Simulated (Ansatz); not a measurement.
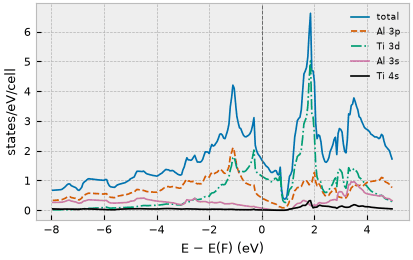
Fig. 1. Total and projected density of states of TiAl$_{3}$ in space group I4/mmm (No. 139; Al on 2b, Al on 4d, Ti on 2a), DFT-PBEsol in the program Ansatz with PAW potentials

Which orbitals carry the states next to the Fermi level?

Within 0.5 eV of the Fermi level: Ti 3d 67 %, Al 3p 26 %. Projections are on Löwdin-orthogonalised atomic valence shells; empty p or d shells of many metals are not among them.

Where is the tallest occupied peak in this window, and what makes it?

Near -1.1 eV, about 4.2 states/eV per cell; the largest projected share is Al 3p.

The PBEsol relaxation kept the symmetry of its start. No spin polarisation was allowed.

Potentials: the later of the program's two PAW sets.
